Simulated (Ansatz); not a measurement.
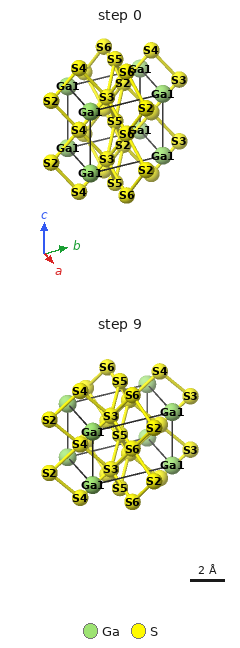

The structure of a crystal of GaS₅ (a generated structure, set up in P6/mmm) before (top) and after (bottom) a relaxation, at one scale.

The picture is a ball-and-stick view of the cell of the calculation, seen slightly off an axis.

Method: Ansatz, DFT PBE, scalar-relativistic, plane waves, PAW. Set-up: plane-wave cutoff 420 eV; k-point mesh 6 × 6 × 10; occupations gaussian; smearing width 0.1 eV; no spin polarisation; cell and atoms relaxed; force threshold 0.01 eV/Å; at most 80 steps.

> Summarise the run.

No atom moves by more than 0.005 Å relative to the cell. The drawn cell changes as follows: a = b 5.935 → 6.531 Å (+10.0 %), c 3.827 → 3.306 Å (−13.6 %); the volume changes by +4.6 %. Near-neighbour distances that change, for instance: S2–S4 2.568 → 2.507 Å. Bond angles that change, for instance: S2–S6–S3 83.7° → 97.5°, S4–S2–S4 96.3° → 82.5°, S4–S2–S5 70.6° → 81.3°. The space group stays P6/mmm (No. 191). After 6 accepted moves (9 points after the start) the energy has fallen by 117 meV per atom. All forces vanish by symmetry, so only the cell relaxes. Pressure: 0.59 GPa at the start and 0.01 GPa at the end. The line search rejected the trial step at point 4 of the run. The SCF was repeated twice at an unchanged geometry on a basis and grid sized afresh for the cell, which shifted the energy by 0.6 meV per atom at most. The run took 3.2 min on 1 thread of Intel(R) Xeon(R) Processor @ 2.50GHz (Skylake/Cascade Lake), with other jobs on the host, peak memory 0.48 GiB.
